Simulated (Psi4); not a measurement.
# GaSiH4OF (SMILES [F][GaH][O][SiH3]): CAM-B3LYP/6-31G(d) (spherical functions)

Aim: the energy change on altering one bond length of GaSiH4OF at CAM-B3LYP/6-31G* (spherical functions), from 2 runs. 

The results are computed with Psi4 1.11.

1 further run of the same task is left out (set aside as unsound or not needed).

### 1 The molecule

GaSiH4OF has 8 atoms, charge 0, and is taken as a singlet. As SMILES, `[F][GaH][O][SiH3]`. The shape is that of a PBE0-D4/def2-TZVP optimisation. This is one conformer, not always the lowest.

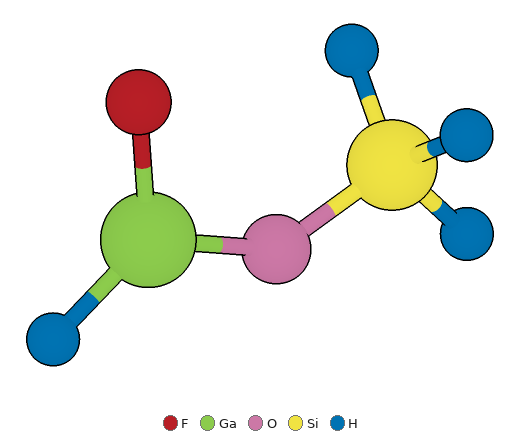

Viewed from a chosen angle; fluorine red, gallium green, oxygen pink, silicon yellow, hydrogen blue.

### 2 A single-point energy at CAM-B3LYP/6-31G(d) (spherical functions)

Input file job.json:

```json
{
 "schema_name": "qcschema_input",
 "schema_version": 1,
 "molecule": {
  "schema_name": "qcschema_molecule",
  "schema_version": 2,
  "symbols": ["F", "Ga", "O", "Si", "H", "H", "H", "H"],
  "geometry": [1.61968426, 2.78167686, 3.48881237, 2.50180842, 2.30584382, 0.33542639, 0.60886976, 0.04686521, -1.21698362, -1.80053105, -1.78730297, -0.56521708, 4.7112762, 3.74959458, -0.87513217, -2.43302239, -3.2450377, -2.87843083, -1.16898458, -3.5797082, 1.50592275, -4.03891165, -0.27174262, 0.2056022],
  "molecular_charge": 0,
  "molecular_multiplicity": 1,
  "fix_symmetry": "c1",
  "fix_com": true,
  "fix_orientation": true
 },
 "driver": "energy",
 "model": {
  "method": "cam-b3lyp",
  "basis": "6-31G*"
 },
 "keywords": {
  "puream": true,
  "e_convergence": 1e-09,
  "d_convergence": 1e-08,
  "scf_type": "pk",
  "dft_radial_points": 99,
  "dft_spherical_points": 590
 }
}
```

Launch:

```bash
$ psi4 --qcschema job.json -n 1 --memory 2200MB
```

stdout, shortened:

```text
[...]
  Running in c1 symmetry.
[...]
  Nuclear repulsion =  350.543607697449147
[...]
  Multiplicity = 1
[...]
  Nalpha       = 33
  Nbeta        = 33
[...]
    Number of basis functions: 86
[...]
   @RKS iter   1: -2389.93599015865902   -2.28891e+00   3.38209e-02 DIIS/ADIIS
[...]
   @RKS iter  13: -2391.67993696489020    9.09495e-13   2.26983e-09 DIIS
[...]
    Orbital Energies [Eh]
    ---------------------
    Doubly Occupied:
       1A   -372.660615     2A    -66.207823     3A    -46.048090
       4A    -40.808001     5A    -40.802964     6A    -40.802768
       7A    -24.724810     8A    -19.216943     9A     -5.634570
      10A     -5.367878    11A     -3.925022    12A     -3.914936
      13A     -3.913948    14A     -3.727726    15A     -3.725428
      16A     -3.725396    17A     -1.206275    18A     -1.064983
      19A     -0.953314    20A     -0.953225    21A     -0.951629
      22A     -0.946912    23A     -0.935187    24A     -0.625351
      25A     -0.549596    26A     -0.485166    27A     -0.474923
      28A     -0.460007    29A     -0.442591    30A     -0.437451
      31A     -0.419953    32A     -0.372069    33A     -0.370424
[...]
  @RKS Final Energy: -2391.67993696489020
   => Energetics <=
    Nuclear Repulsion Energy =            350.5436076974491471
    One-Electron Energy =               -4028.8232131682452746
    Two-Electron Energy =                1376.3503044514550311
    DFT Exchange-Correlation Energy =     -89.7506359455489218
    Empirical Dispersion Energy =           0.0000000000000000
    VV10 Nonlocal Energy =                  0.0000000000000000
    Total Energy =                      -2391.6799369648897482
[...]
 Multipole Moments:
 ------------------------------------------------------------------------------------
     Multipole            Electronic (a.u.)      Nuclear  (a.u.)        Total (a.u.)
 ------------------------------------------------------------------------------------
 L = 1.  Multiply by 2.5417464519 to convert [e a0] to [Debye]
 Dipole X            :        -68.4688170           68.8671003            0.3982833
 Dipole Y            :        -68.3477748           68.5220363            0.1742615
 Dipole Z            :        -22.5447220           22.1065833           -0.4381387
 Magnitude           :                                                    0.6172213
[...]
```

The result, in JSON:

```text
{
 "driver": "energy",
 "model": {
  "method": "cam-b3lyp",
  "basis": "6-31G*"
 },
 "success": true,
 "return_result": -2391.67993696489,
 "properties": {
  "calcinfo_nbasis": 86,
  "calcinfo_nmo": 86,
  "calcinfo_nalpha": 33,
  "calcinfo_nbeta": 33,
  "calcinfo_natom": 8,
  "nuclear_repulsion_energy": 350.54360769744915,
  "return_energy": -2391.67993696489,
  "scf_one_electron_energy": -4028.8232131682453,
  "scf_two_electron_energy": 1376.350304451455,
  "scf_xc_energy": -89.75063594554892,
  "scf_dipole_moment": [0.3982833083353938, 0.174261505563706, -0.43813867201860646],
  "scf_total_energy": -2391.67993696489,
  "scf_iterations": 13
 }
}
```

Run time: 26 s. Hardware: 1 thread of Intel Xeon Platinum 8259CL at 2.50GHz (Skylake/Cascade Lake), shared host; peak memory 1.2 GiB.

### 3 The distorted shape: energy and gradient at CAM-B3LYP/6-31G(d) (spherical functions)

Input file calc.in:

```
memory 2.2 GB

molecule geom {
  0 1
  F
  Ga 1 1.750961
  O 2 1.762738 1 112.96489
  Si 3 1.885 2 138.20539 1 0.10221
  H 2 1.536585 1 121.91538 3 -179.97906
  H 4 1.485094 3 108.02616 2 179.87469
  H 4 1.487467 6 109.07157 3 -120.71077
  H 4 1.48749 6 109.06368 7 -118.58404
  units angstrom
  symmetry c1
  no_reorient
  no_com
}

set {
  basis 6-31G*
  puream true
  e_convergence 1e-09
  d_convergence 1e-08
  scf_type pk
  dft_radial_points 99
  dft_spherical_points 590
}

e, wfn = gradient("cam-b3lyp", return_wfn=True)
oeprop(wfn, "WIBERG_LOWDIN_INDICES", "MULLIKEN_CHARGES", "DIPOLE", title="CAM-B3LYP")
print_variables()
```

Launch:

```bash
$ psi4 calc.in calc.out -n 1
```

calc.out, shortened:

```text
[...]
  Running in c1 symmetry.
[...]
  Nuclear repulsion =  338.897811889098762
[...]
  Multiplicity = 1
[...]
  Nalpha       = 33
  Nbeta        = 33
[...]
    Number of basis functions: 86
[...]
   @RKS iter   1: -2389.89963276583194   -2.47551e+00   3.38365e-02 ADIIS/DIIS
[...]
   @RKS iter  13: -2391.65814647732668   -1.36424e-12   3.42942e-09 DIIS
[...]
  @RKS Final Energy: -2391.65814647732668
   => Energetics <=
    Nuclear Repulsion Energy =            338.8978118890987616
    One-Electron Energy =               -4006.0910586690615673
    Two-Electron Energy =                1365.2173563196615760
    DFT Exchange-Correlation Energy =     -89.6822560170246987
    Empirical Dispersion Energy =           0.0000000000000000
    VV10 Nonlocal Energy =                  0.0000000000000000
    Total Energy =                      -2391.6581464773262269
[...]
  -Total Gradient:
     Atom            X                  Y                   Z
    ------   -----------------  -----------------  -----------------
       1       -0.000005967119    -0.001372955503    -0.000421548080
       2        0.000009436767     0.007729300073     0.005073893909
       3       -0.000095107828     0.073815317135     0.017973415376
       4        0.000069138475    -0.067740729995    -0.017640601653
       5       -0.000002560297    -0.001716372332    -0.000899789746
       6        0.000011468210    -0.004652927909    -0.000045351878
       7       -0.001226558509    -0.003035598365    -0.002035436037
       8        0.001240183748    -0.003032033487    -0.002035196141
[...]
 Multipole Moments:
 ------------------------------------------------------------------------------------
     Multipole            Electronic (a.u.)      Nuclear  (a.u.)        Total (a.u.)
 ------------------------------------------------------------------------------------
 L = 1.  Multiply by 2.5417464519 to convert [e a0] to [Debye]
 Dipole X            :         -0.0088041            0.0097141            0.0009099
 Dipole Y            :         13.2072629          -13.4034626           -0.1961997
 Dipole Z            :         -1.2768912            1.6885002            0.4116090
 Magnitude           :                                                    0.4559793
[...]
```

It took 44 s on 1 thread of Intel Xeon Platinum 8259CL at 2.50GHz (Skylake/Cascade Lake), shared host; peak memory 1.2 GiB.

### 4 Outcome

At CAM-B3LYP/6-31G* (spherical functions):

| quantity | value |
| --- | --- |
| first shape: total energy | -2391.67994 Eh |
| first shape: dipole moment | 1.57 D |
| first shape: HOMO energy | -10.08 eV |
| first shape: LUMO energy | -0.17 eV |
| first shape: HOMO–LUMO gap | 9.91 eV |
| distorted shape: total energy | -2391.65815 Eh |
| distorted shape: dipole moment | 1.16 D |
| distorted shape: HOMO energy | -9.95 eV |
| distorted shape: LUMO energy | 0.18 eV |
| distorted shape: HOMO–LUMO gap | 10.13 eV |
| distorted shape: largest force on an atom | 3.907 eV/Å |
| energy change with the O3–Si4 bond stretched from 1.639 to 1.885 Å | 0.593 eV |

In words: With the O3–Si4 bond stretched from 1.639 to 1.885 Å the energy rises by 0.59 eV (13.7 kcal/mol). The first shape isn't relaxed at this level, so the change isn't measured from a minimum.
